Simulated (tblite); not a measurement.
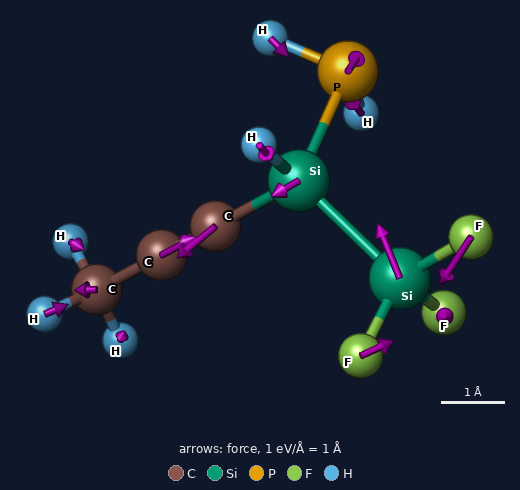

Starting geometry of C₃H₆F₃PSi₂ with the computed forces as purple arrows. The picture is a ball-and-stick view, seen at a tilt.

Theory: GFN2-xTB geometry optimisation, gas phase in tblite 0.8.0. 

Is this structure relaxed? If not, where do the atoms go?

Answer. It isn't relaxed: the largest force vector, on an F atom, is 1.07 eV/Å. The final displacements follow the starting forces only in part (cosine between the two patterns 0.35). After 69 geometry steps the energy has fallen by 0.218 eV. The largest moves after the best rigid fit, 0.21 Å, are those of F and H atoms. Largest moves by element: H 0.21 Å, F 0.20 Å, Si 0.16 Å, P 0.15 Å, C 0.08 Å. Some distances before and after: Si–Si 2.319 → 2.282 Å, H–P 1.423 → 1.386 Å, H–Si 1.511 → 1.475 Å, F–Si 1.619 → 1.591 Å. Among the angles between lasting bonds that change: Si–Si–F 110.7° → 118.0°, C–Si–P 105.7° → 112.7°, Si–Si–F 110.3° → 117.2°. The run took 1.1 s on 1 thread of Arm Neoverse N1, on a shared host.
